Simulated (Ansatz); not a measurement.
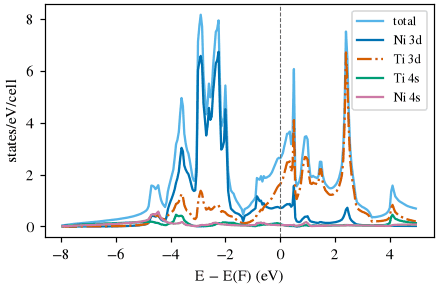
Total and projected density of states of TiNi (CsCl type, Pm-3m), the program Ansatz at the LDA level (PAW)

Problem. Which orbitals carry the states next to the Fermi level?

Solution. Within 0.5 eV of the Fermi level: Ti 3d 62 %, Ni 3d 28 %, outside the projected shells 6 %. Projections are on Löwdin-orthogonalised atomic valence shells; empty p or d shells of many metals are not among them.

Problem. Where is the tallest occupied peak in this window, and what makes it?

Solution. Near -2.9 eV, about 8.2 states/eV per cell; the largest projected share is Ni 3d.

The first step of the workflow began from a Materials Project structure, measured or hypothetical; the Crystallography Open Database copy checked does not list it. COD files the formula under space group No. 11, 147, so this cell is another polymorph or a model. With Ti and Ni taken as one species the cell has the higher symmetry Im-3m, so it may be an ordered model of a mixed-site phase. Its standing as an ambient phase is unchecked. The cell was relaxed with LDA under the symmetry of its start; of distortions, only those at the zone centre were tested. The run is not spin-polarised.

Potentials: the later of the program's two PAW sets.
